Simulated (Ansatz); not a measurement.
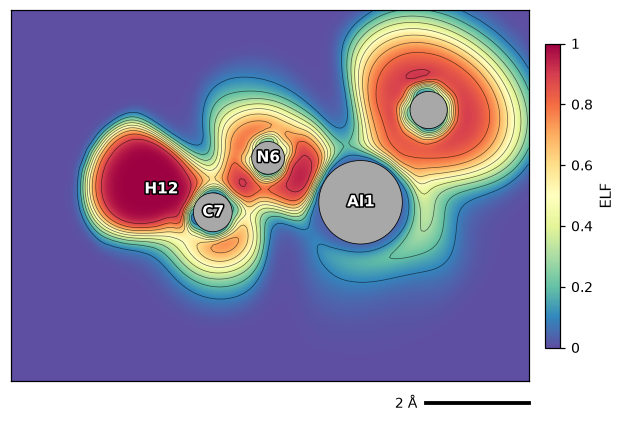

CH7AlClNO2. Electron localisation function on the plane of atoms N6, C7 and H12. Grey discs cover the atomic cores.

These are results of RKS PBE-D4/6-31G (Ansatz 0.2.0), not measurements.

The calculation's input:

```
crystal:
  periodic: [false, false, false]
  atoms:
    - { symbol: Al, position_ang: [-0.618903, -1.674293, 0.677811] }
    - { symbol: Cl, position_ang: [0.700957, -2.387563, -0.97524] }
    - { symbol: O, position_ang: [-0.16281, -1.981767, 2.312503] }
    - { symbol: O, position_ang: [-2.224026, -1.166386, 0.332948] }
    - { symbol: H, position_ang: [1.432716, 0.142828, -0.901205] }
    - { symbol: "N", position_ang: [1.086671, 0.856452, -0.255872] }
    - { symbol: C, position_ang: [0.212547, 1.87646, -0.849769] }
    - { symbol: H, position_ang: [0.676587, -2.230622, 2.73075] }
    - { symbol: H, position_ang: [-2.792938, -1.077197, -0.447802] }
    - { symbol: H, position_ang: [1.815775, 1.210403, 0.364073] }
    - { symbol: H, position_ang: [-0.189443, 2.523382, -0.053426] }
    - { symbol: H, position_ang: [0.710067, 2.524557, -1.601853] }
    - { symbol: H, position_ang: [-0.647302, 1.383845, -1.332918] }
basis:
  gaussian: { orbitals: "6-31G" }
hamiltonian:
  xc: pbe
  dispersion: d4
relax:
  f_tol: 0.03
  max_steps: 50
output:
  orbitals: {}
```

Launched as:

```sh
ansatz run input.yaml --threads 2 --pin off --max-ram 3072MiB --backend cpu --events-out ev --progress --plain --runs-dir out
```

The fields are those of the relaxed geometry.

### Describe what can be read from this map.

- The plane passes through Al, N, C and H nuclei.
- C–N (1.51 Å): the ELF peaks at about 0.90 between the atoms; a covalent bond.
- Al–N (1.99 Å): the ELF peaks at about 0.95 in the valence shell of N, 0.7 Å from its nucleus, and is about 0.70 at the midpoint.
- C–H (1.10 Å): the ELF climbs to about 1 towards the hydrogen, as it does in any bond to H (an ordinary covalent bond to hydrogen).
- The ELF also peaks beside Cl2, away from the bonds: lone-pair regions.
